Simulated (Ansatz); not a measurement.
**CH$_{5}$Si$_{2}$ (SMILES [SiH-]=C[SiH3]) (charge −1): density, localisation and related maps**

Input file:

```
crystal:
  periodic: [false, false, false]
  atoms:
    - { symbol: Si, position_ang: [-1.85872, 0.6392, -0.7631] }
    - { symbol: C, position_ang: [-0.10994, 0.22115, -0.65231] }
    - { symbol: Si, position_ang: [1.01146, 0.38661, -2.06713] }
    - { symbol: H, position_ang: [-2.00531, 1.07769, -2.26349] }
    - { symbol: H, position_ang: [0.33954, -0.12322, 0.28638] }
    - { symbol: H, position_ang: [0.65726, -0.37611, -3.32121] }
    - { symbol: H, position_ang: [2.41142, -0.07023, -1.77596] }
    - { symbol: H, position_ang: [1.23292, 1.76844, -2.64454] }
total_charge: -1
basis:
  gaussian: { orbitals: def2-SVP }
hamiltonian:
  xc: b3lyp
  dispersion: d4
relax:
  f_tol: 0.015
  max_steps: 40
output:
  orbitals: {}
```

Command:

```sh
ansatz run input.yaml --threads 1 --pin off --max-ram 2048MiB --backend cpu --events-out ev --progress --plain --runs-dir out
```

The fields are those of the relaxed geometry.

Theory: Ansatz 0.2.0, RKS B3LYP-D4/def2-SVP.

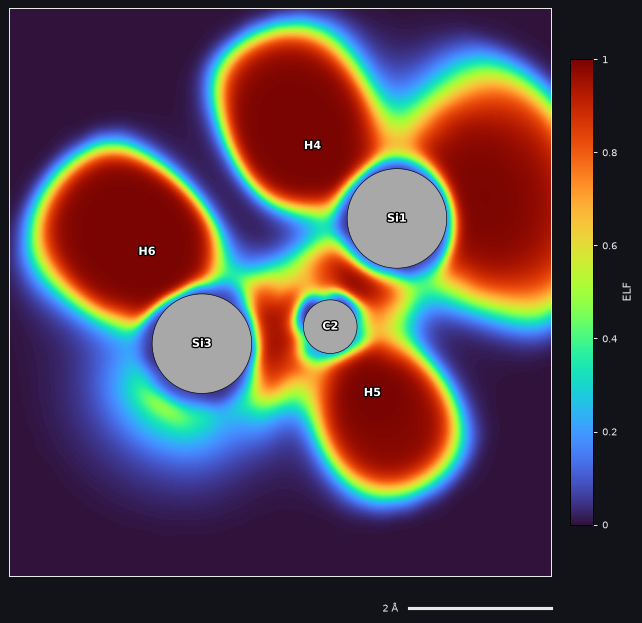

Figure 1. ELF on the plane of atoms C2, Si3 and H6. Grey discs cover the atomic cores.

Interpret the plot.

- The plane passes through Si, C and H nuclei.
- C–Si (1.79 Å): the ELF peaks at about 0.95 between the atoms (localised, covalent bonding).
- C–H (1.10 Å): the ELF climbs to about 1 towards the hydrogen, as it does in any bond to H (a covalent bond by its length).
- Si–H (1.50 Å): the ELF climbs to about 1 towards the hydrogen.
- The ELF also peaks beside Si1, away from the bonds: lone-pair regions.

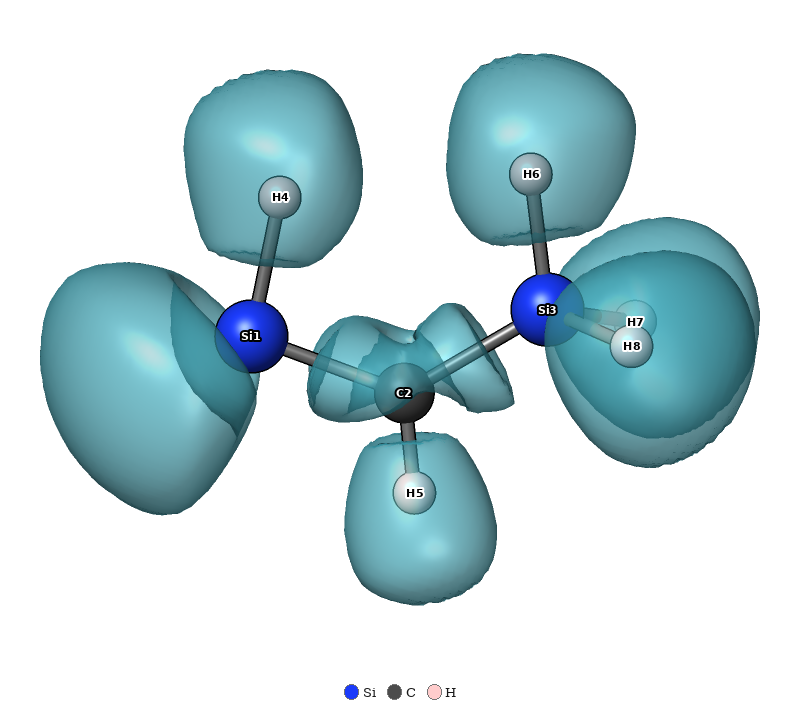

Figure 2. Isosurface of the ELF at 0.75 (cyan), seen across its widest extent. Only the valence region is drawn (cores and ρ < 0.01 e/Å³ removed).

What do the ELF domains correspond to?

The ELF exceeds this value in five regions around hydrogen nuclei, one region on C in which the atom's valence shell and bonds are merged and one lobe on Si, pointing away from the bonds (lone pairs).

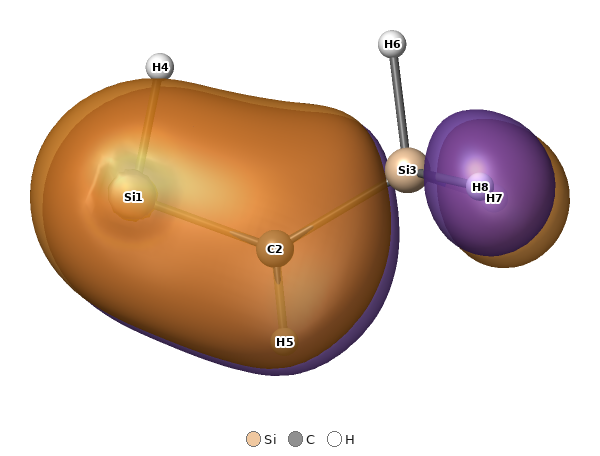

Figure 3. The HOMO−1 at ±0.06 Å⁻³ᐟ² (orange and purple are the two phases), seen across its widest extent.

Describe this orbital and give its energy.

It lies mainly on C2 (about 45 %) and Si1 (about 30 %); π-bonding across C2–Si1. Its energy is −0.76 eV.

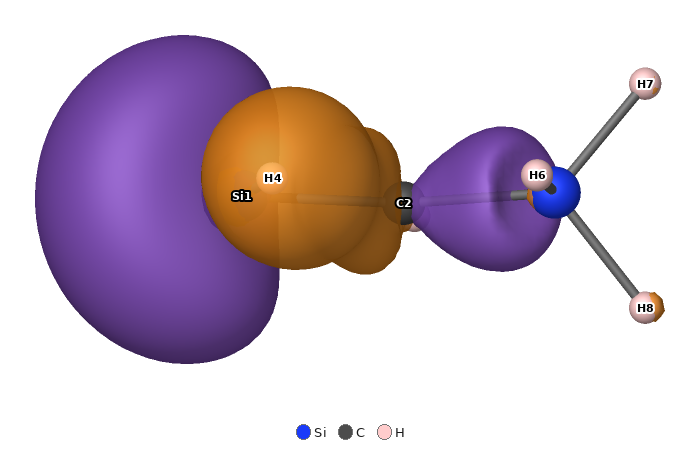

Figure 4. The HOMO at ±0.1 Å⁻³ᐟ² (orange and purple are the two phases), seen from one side.

What is the character of this orbital?

Its weight (Hirshfeld) is mainly on Si1 (about 75 %), H4 (about 10 %) and C2 (about 10 %). Its energy is −0.30 eV.
